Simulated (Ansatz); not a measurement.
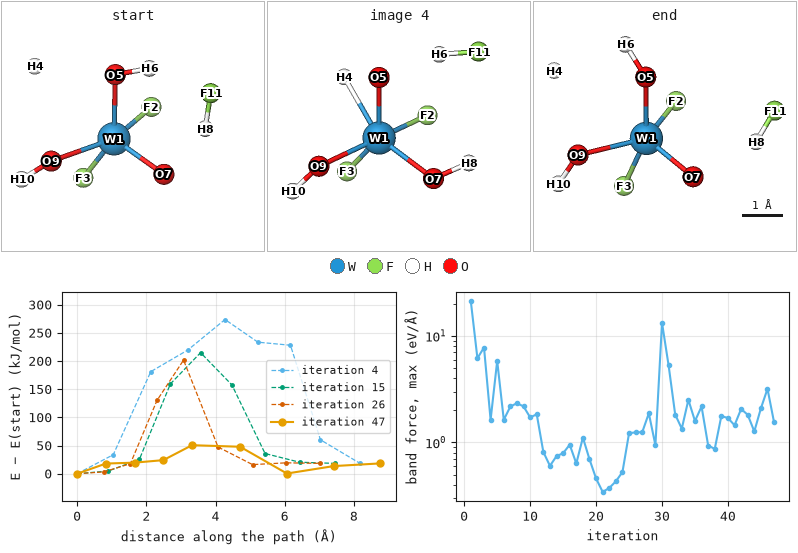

A search for the minimum-energy path of WH₄O₃F₃ (multiplicity 2) by the nudged elastic band. Images are numbered from 0 (start) to 8 (end). The plot follows the band through its iterations. A ball-and-stick model, seen at a tilt.

All numbers below come from Ansatz 0.2.0, UKS PBE/def2-SVP. Run with 7 movable images; climbing image; force threshold 0.05 eV/Å; iteration limit 47; starting path through a guess of the saddle point.

**How did the profile develop, and is the result final?**

The result isn't final. The band hadn't converged when the run stopped after 47 iterations. The largest component of the band force went from 21 to 1.5 eV/Å. The barrier read from it is provisional: over the last two iterations the highest image moved from 47.7 kJ/mol to 50.6 kJ/mol. The first iteration put the highest image at 725.8 kJ/mol. Relative to the start the highest point is image 4 at +50.6 kJ/mol and the end lies at +18.3 kJ/mol, but the profile dips to +0.3 kJ/mol at image 6 on the way, so there may be an intermediate minimum, or an end is no minimum.

The run took 21 min on 4 threads of Arm Neoverse V2 (shared host), peak memory 0.42 GiB.
